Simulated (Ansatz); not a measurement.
Consider GaH5O3.

Input

```
crystal:
  periodic: [false, false, false]
  atoms:
    - {symbol: Ga, position_ang: [-1.109693, -0.500027, -0.185836]}
    - {symbol: O, position_ang: [0.799628, -0.965156, 0.593139]}
    - {symbol: H, position_ang: [-1.565966, -1.651767, -1.131902]}
    - {symbol: H, position_ang: [-1.773926, -0.017563, 1.151260]}
    - {symbol: H, position_ang: [1.153619, -0.063724, 0.384294]}
    - {symbol: O, position_ang: [-0.235819, 0.825598, -1.184284]}
    - {symbol: O, position_ang: [0.694188, 1.465408, -0.274925]}
    - {symbol: H, position_ang: [0.802561, -1.048000, 1.551495]}
    - {symbol: H, position_ang: [1.235410, 1.955133, -0.903243]}
basis:
  gaussian: {orbitals: def2-TZVPP}
hamiltonian: {xc: pbe0, dispersion: d4}
output: {orbitals: {seedname: orbitals}}
```

Launched as:

```sh
ansatz run in.yaml --threads 4 --pin off --events-out ev --progress --plain --max-ram 9574MiB
```

The product side of a reaction path; geometry: PBE0-D4/def2-TZVP.

Level of theory: RKS PBE0-D4/def2-TZVPP in Ansatz.

**What can the converged electron density and electron localisation function tell about the bonding?**

Ga–O (1.88 Å): ρ is about 0.76 e/Å³ halfway; the ELF peaks at about 0.90 in the valence shell of O, 0.6 Å from its nucleus, and is about 0.25 at the midpoint.
Ga–O (2.11 Å): ρ is about 0.43 e/Å³ halfway; the ELF peaks at about 0.90 in the valence shell of O, 0.6 Å from its nucleus, and is about 0.20 at the midpoint.

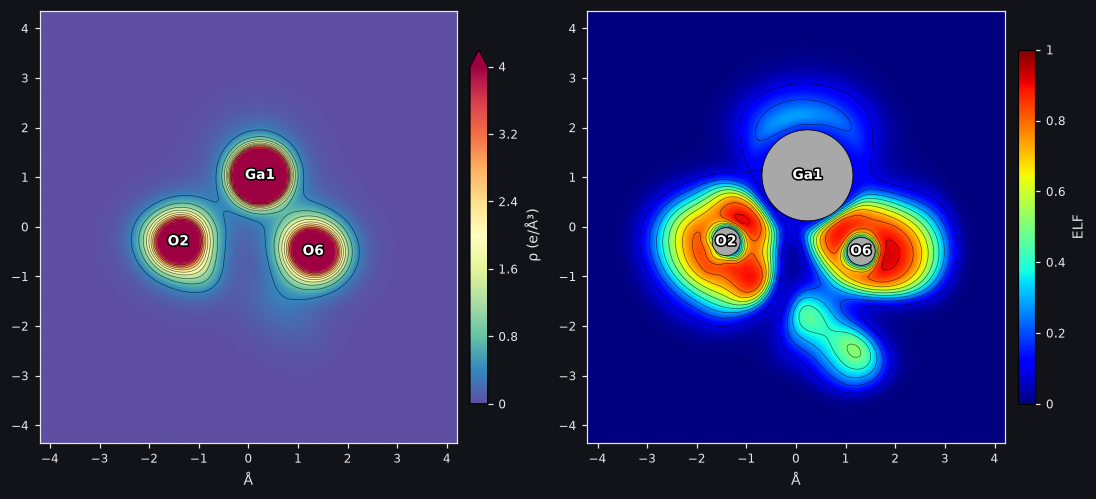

Computed electron density and electron localisation function on the plane of atoms O2, Ga1 and O6, in this order. Grey discs cover the atomic cores in the ELF map. 
